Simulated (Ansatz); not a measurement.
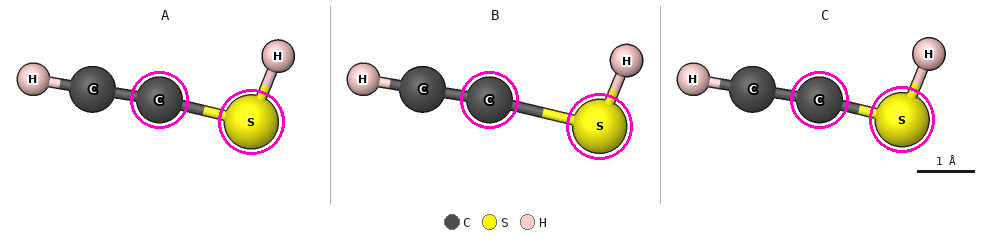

Energy scan for C₂H₂S, in which the C–S bond length is varied, with the rest of the molecule carried along rigidly. A ball-and-stick model, seen at a tilt. The ringed atoms are those of the scanned coordinate.

Level of theory: wB97M-V (def2-TZVPP, Ansatz), on geometries moved rigidly from the minimum at PBE0-D4/def2-TZVP. Energies are counted from the PBE0-D4/def2-TZVP minimum geometry at the same level.

Rank the frames from lowest to highest energy.

Answer. Lowest first: A (the distance 1.679 Å, 0.0 kcal/mol), C (the distance 1.511 Å, 15.1 kcal/mol), B (the distance 2.015 Å, 21.3 kcal/mol). Over the whole scan: of the computed points the lowest is at the distance 1.679 Å, 0.0 kcal/mol. The end points stand at 15.1 kcal/mol (1.511 Å) and 21.3 kcal/mol (2.015 Å). The curvature at the lowest point is about 31 eV/Å² (5 mdyn/Å). The well is steeper on the short side, as for any bond.
